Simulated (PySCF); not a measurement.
**C₆H₆O₃ (SMILES COCc1cc(=O)c1=O): density, localisation and related maps**

Input file:

```
{"job": {"kind": "nmr", "xc": "PBE0", "basis": "pcSseg-1", "pop": false}, "charge": 0, "multiplicity": 1}
C     -2.689100     0.409900    -0.233100
O     -1.342300     0.649500     0.095000
C     -0.508300    -0.443600    -0.184600
C      0.889500    -0.147300     0.179300
C      1.548300     0.913700     0.714900
C      2.871100     0.241800     0.681300
O      3.991600     0.516600     0.985400
C      2.132500    -0.976200     0.071600
O      2.391900    -2.075000    -0.314700
H     -3.235000     1.313200     0.028700
H     -3.092100    -0.437600     0.334500
H     -2.808100     0.208600    -1.304600
H     -0.833200    -1.342300     0.371000
H     -0.544800    -0.706900    -1.257600
H      1.223800     1.883400     1.041300
```

Launched as:

```sh
OMP_NUM_THREADS=1 python probes_run.py task.json out
```

Geometry: GFN2-xTB, NEB image 0 of 0 to 8.

All numbers below come from PySCF, PBE0/pcSseg-1, SCF density, gas phase, non-relativistic.

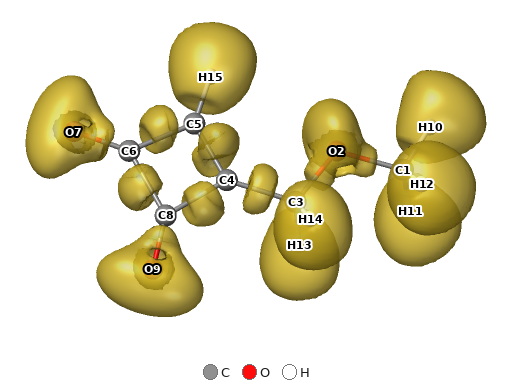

Figure 1. Isosurface of the electron localisation function at 0.75 (yellow), seen at a tilt. Core shells and regions of very low density are left out.

**Where are the electrons localised?**

The surface consists of five regions between bonded C–C atoms (shared pairs), six regions around hydrogen nuclei and three regions on O in which the atom's valence shell and bonds are merged. Profiles from the grid: C–O (1.19 Å): the ELF peaks at about 0.85 between the atoms (a short, multiple covalent bond). C–C (1.36 Å): the ELF peaks at about 0.90 between the atoms: localised, covalent bonding.

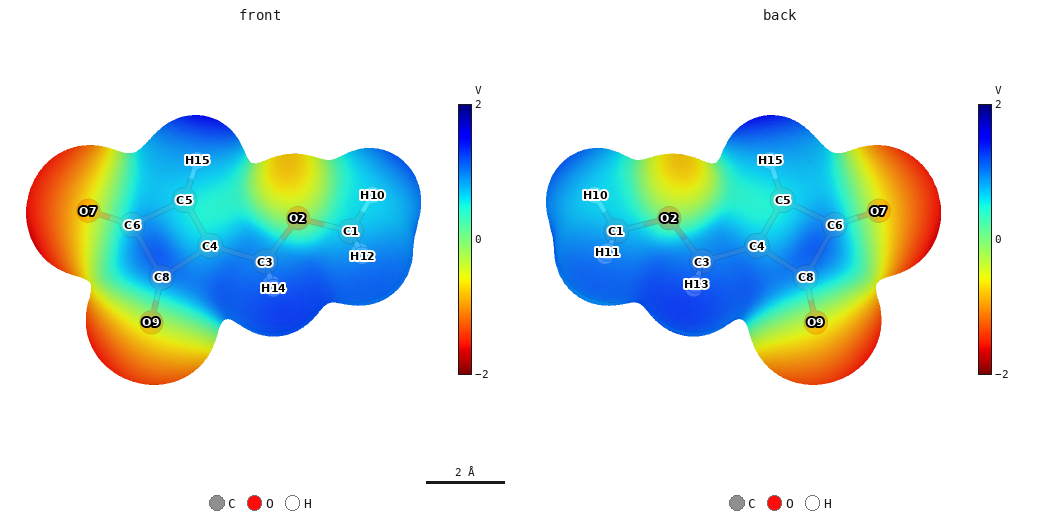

Figure 2. The molecular electrostatic potential painted on the density surface at 0.002 e/bohr³, seen from the front and from behind; red is negative and blue positive.

**Describe the electrostatic potential map.**

The most negative region (about −1.6 V) lies over O7, the most positive (about +1.4 V) over H15. O7 is the likeliest acceptor of a hydrogen bond.

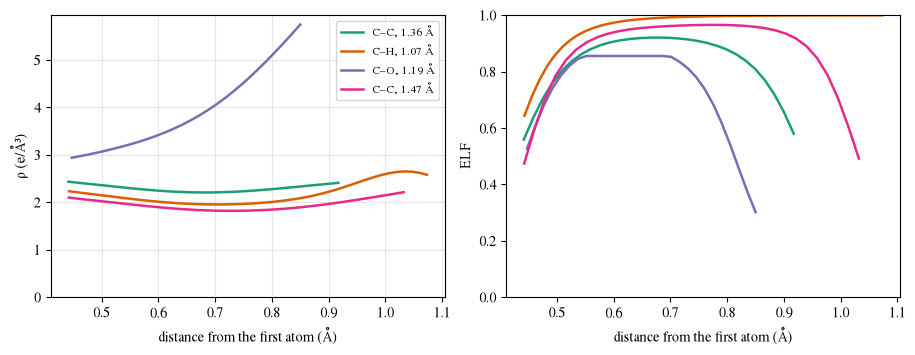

Figure 3. Electron density and electron localisation function along straight lines between neighbouring atoms. The curves leave out the atomic cores.

**Compare the contacts.**

C–C (1.36 Å): the density is about 2.2 e/Å³ at the midpoint; the ELF peaks at about 0.90 between the atoms, as expected for a covalent bond.
C–H (1.07 Å): ρ is about 2.1 e/Å³ halfway; the ELF climbs to about 1 towards the hydrogen, as it does in any bond to H (a covalent bond by its length).
C–O (1.19 Å): ρ at the midpoint is about 3.4 e/Å³; the ELF peaks at about 0.85 between the atoms; a short, multiple covalent bond.
C–C (1.47 Å): ρ at the midpoint is about 1.8 e/Å³; the ELF peaks at about 0.95 between the atoms; a shared electron pair.
